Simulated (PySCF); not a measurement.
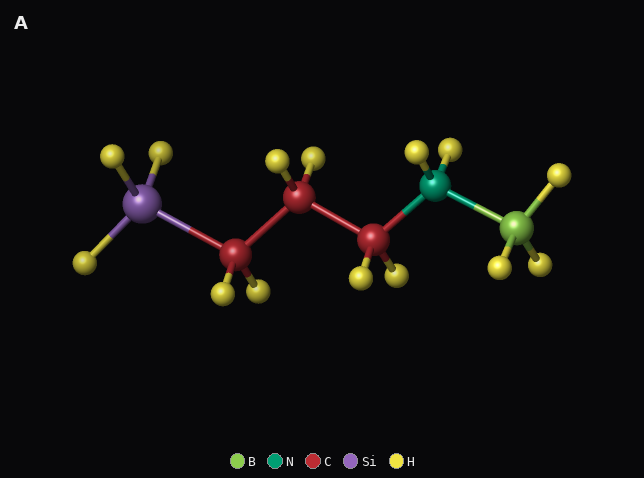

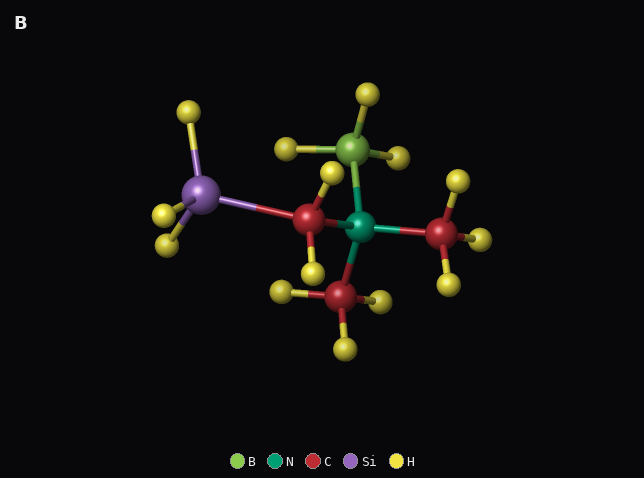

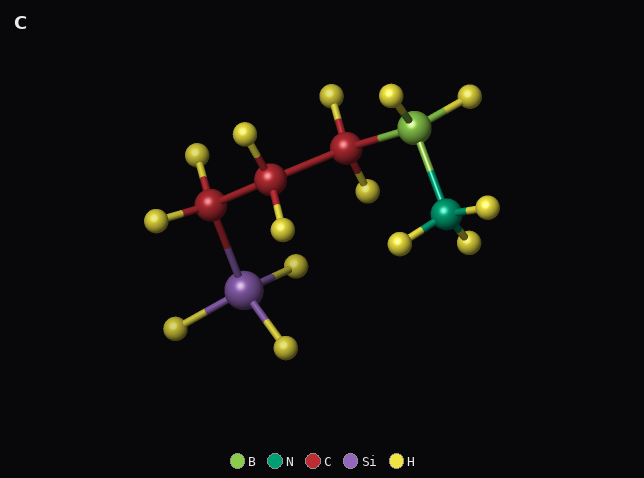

3 stationary structures of one formula. Geometries: GFN2-xTB. Electronic energies: PBE0/pcSseg-1 (PySCF 2.14.0), without zero-point energy. No frequency run is at hand to confirm each as a minimum. Each is one conformer, not always the lowest.

> How are they related?

They are constitutional isomers of C3H14BNSi: A `[BH3-][NH2+]CCC[SiH3]`, B `[BH3-][N+](C)(C)C[SiH3]`, C `[NH3+][BH2-]CCC[SiH3]`.

> Which structure is the most stable?

C is lowest; A lies 0.323 eV above it, B lies 0.837 eV above it.

The geometry is semi-empirical. Around B, Si such bond lengths and angles can be off by a tenth of an ångström or more and by several degrees, and values that hang on the shape move with them.
